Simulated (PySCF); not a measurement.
SMILES c1cc(C=C)ccc1C(F)(F)F, singlet at its GFN2-xTB optimised geometry (Å):

```
19

C     -1.1309    -3.1254    -0.0114
C     -1.5916    -1.8801    -0.0029
C     -0.7972    -0.6573     0.0000
C     -1.4587     0.5736     0.0020
C     -0.7580     1.7621     0.0015
C      0.6312     1.7375    -0.0038
C      1.3838     3.0348     0.0205
F      2.6624     2.9136    -0.3660
F      0.8327     3.9667    -0.7764
F      1.4169     3.5791     1.2552
C      1.3099     0.5257     0.0000
C      0.5991    -0.6573     0.0000
H     -0.0811    -3.3627    -0.0163
H     -1.8022    -3.9667    -0.0133
H     -2.6624    -1.7180     0.0015
H     -2.5385     0.5951     0.0036
H     -1.2789     2.7076     0.0003
H      2.3892     0.5143    -0.0018
H      1.1391    -1.5902     0.0006
```

Calculation: CAM-B3LYP/def2-SVP (PySCF 2.14.0). Cells within 0.4 Å of a nucleus heavier than hydrogen are left out (blank, or x).

Map of the deformation density (molecule minus spherical neutral atoms) (e/bohr³) on the plane z = 0.0 Å:

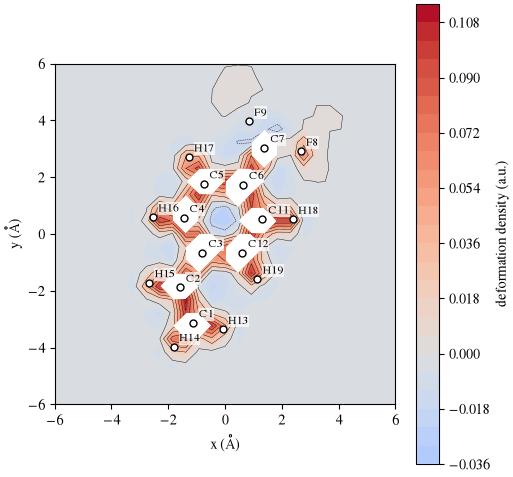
Figure. Deformation density (molecule minus spherical neutral atoms) (e/bohr³) on the plane z = 0.0 Å.
